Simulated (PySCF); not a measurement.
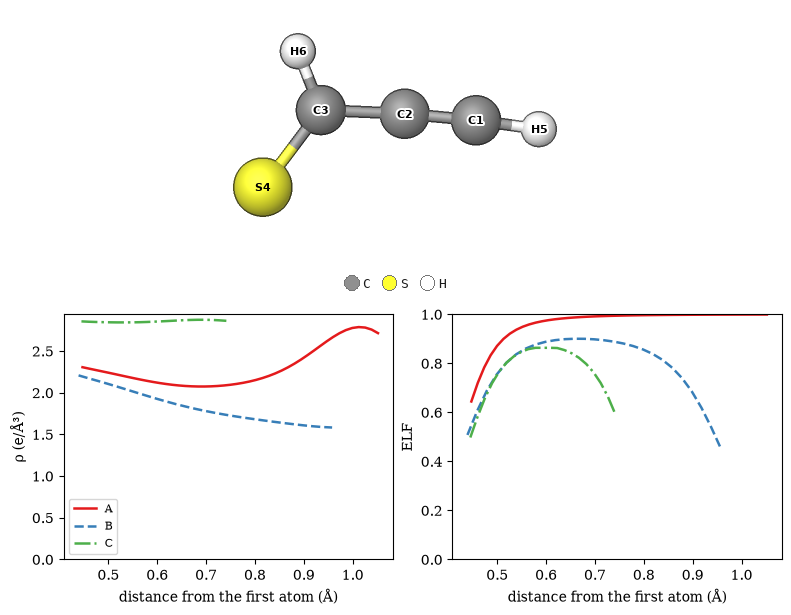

Figure. C3H2S. Total electron density and electron localisation function along straight lines between neighbouring atoms. The curves leave out the atomic cores. The structure is drawn too.

Geometry: GFN2-xTB, MD frame at 250 fs, 300 K.

Level of theory: PBE0/pcSseg-1, SCF density, gas phase, non-relativistic (PySCF 2.14.0).

```xyz
6

C     1.4061   -0.7938    0.1098
C     0.2799   -0.4311    0.1945
C    -1.0546   -0.1270    0.4434
S    -2.2767   -1.0842    0.0714
H     2.3818   -1.0819   -0.2007
H    -1.2067    0.8034    0.9095
```

> Which curve belongs to which contact (C–C, C–H and C–S)? The first atom named is at distance zero.

Curve A: C–H (1.05 Å): the density is about 2.2 e/Å³ at the midpoint; the ELF climbs to about 1 towards the hydrogen, as it does in any bond to H; an ordinary covalent bond to hydrogen. Curve B: C–S (1.60 Å): ρ is about 1.7 e/Å³ halfway; the ELF peaks at about 0.90 between the atoms, as expected for localised, covalent bonding. Curve C: C–C (1.19 Å): ρ is about 2.9 e/Å³ halfway; the ELF peaks at about 0.85 between the atoms (a short, multiple covalent bond).
